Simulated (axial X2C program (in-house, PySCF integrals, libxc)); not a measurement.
## Relativistic diatomic calculation, with input and output: AuBr⁺

- system: AuBr⁺. The reference is closed-shell AuBr²⁺; the roots are the vertical energy changes on adding an electron to it, which gives states of AuBr⁺. The distance is the PBE0 minimum at charge 1.
- method: EOM-EA-CCSD, two-component X2C with atomic mean-field Coulomb and Gaunt terms, Au dyall-acv3z, Br dyall-acv3z (cores contracted) (axial X2C program (in-house, PySCF integrals, libxc))

### The input
```
{"zs": [79, 35], "q": 1, "bas": ["dyall-acv3z", "dyall-acv3z"], "r0": 2.38, "eom": "ea", "thr": -2.0, "nmax": 92, "grid": [1, 0.96, 1.045, 0.92, 1.09, 1.15]}
```

The line is the task of a batch: nuclear charges, charge, bases, a first guess of the distance and further settings. This report covers the levels named above. The log is that of the reference distance 2.317 Å.

Hardware: 1 thread of Arm Neoverse V2, 24 GiB of memory available, shared host.

The run was one of a batch that the task file lists, launched with:
```bash
python <driver script> task.json out
```

### Log
```
two-component X2C + atomic mean field  HF
basis functions 305  fitting functions 1546  grid points 5799
iter        total energy     max residual
   1     -21614.050179871     1.13e+00
   2     -21614.104293189     1.91e-02
   3     -21614.107574204     1.58e-01
   4     -21614.111517908     4.28e-02
   5     -21614.112567674     7.74e-03
   6     -21614.112905755     1.16e-02
   7     -21614.112940642     3.41e-03
   8     -21614.112946910     3.99e-04
   9     -21614.112947590     4.97e-04
  10     -21614.112947765     1.13e-04
  11     -21614.112947794     4.98e-05
  12     -21614.112947798     2.25e-05
  13     -21614.112947799     1.99e-06
converged
one-electron -30869.70170935  Coulomb 9097.52190085  exact exchange -454.75973818  xc functional 0.00000000  nuclear repulsion 631.49546318  atomic mean-field constant -18.66886430
correlated 16  virtual 354  natural virtual 88  E(MP2) -0.504330958  MP2 remainder -0.108691978
iter   CCSD correlation   residual
   1     -0.381186508   2.11e-01
   2     -0.394477166   1.35e-01
   3     -0.404321398   7.51e-02
   4     -0.406176611   4.08e-02
   5     -0.407093717   1.98e-02
   6     -0.407472448   9.08e-03
   7     -0.407513618   5.16e-03
   8     -0.407554171   2.77e-03
   9     -0.407535135   1.42e-03
  10     -0.407535903   8.04e-04
  11     -0.407528732   4.74e-04
  12     -0.407531458   2.72e-04
  13     -0.407528202   1.58e-04
  14     -0.407527124   8.47e-05
  15     -0.407525880   5.27e-05
  16     -0.407524812   3.34e-05
  17     -0.407524214   2.12e-05
  18     -0.407524100   1.23e-05
  19     -0.407523925   8.00e-06
  20     -0.407524059   4.44e-06
  21     -0.407524016   2.87e-06
  22     -0.407524036   1.94e-06
  23     -0.407524021   1.29e-06
(T) -0.01981729883761701  T1 0.0633  D1 0.1471  max T2 0.192
EOM-EA-CCSD roots
2*Omega      energy/Eh   energy/eV  one-particle weight
    1      -0.51138009    -13.9154      0.002
    1      -0.50427172    -13.7219      0.918
    1      -0.46150199    -12.5581      0.007
    1      -0.39333570    -10.7032      0.002
    1      -0.37207751    -10.1247      0.002
    3      -0.63137732    -17.1807      0.938
    3      -0.40117749    -10.9166      0.000
    3      -0.38224080    -10.4013      0.001
    3      -0.36711126     -9.9896      0.039
    5      -0.40332818    -10.9751      0.000
    5      -0.36905700    -10.0426      0.000
    7      -0.38174198    -10.3877      0.000
```

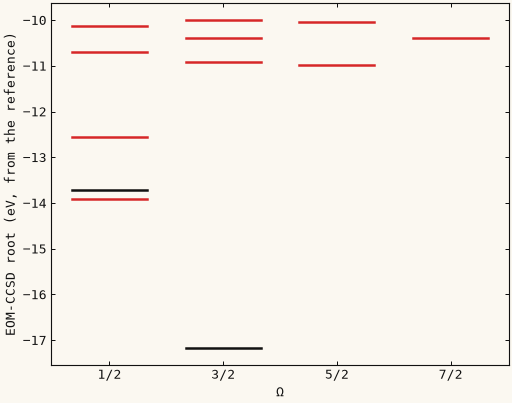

EOM-CCSD roots by Ω at 2.32 Å; roots whose one-particle weight is under 0.8 have the second colour. The lowest has Ω = 3/2 and lies at −17.181 eV, with one-particle weight 0.94. 10 of the 12 roots are less well described at this level.

### Key numbers

- outcome: converged
- HF energy of the reference AuBr²⁺: −21614.11295 hartree
- MP2 energy of the reference AuBr²⁺: −21614.61728 hartree
- CCSD energy of the reference AuBr²⁺ (with the MP2 share of the virtual spinors left out of the coupled-cluster step): −21614.62916 hartree
- CCSD(T) energy of the reference AuBr²⁺: −21614.64898 hartree
- T1 diagnostic (spinor form; for a closed shell √2 times the usual value): 0.063
- wall time: 22 s
- peak memory: 1 GiB
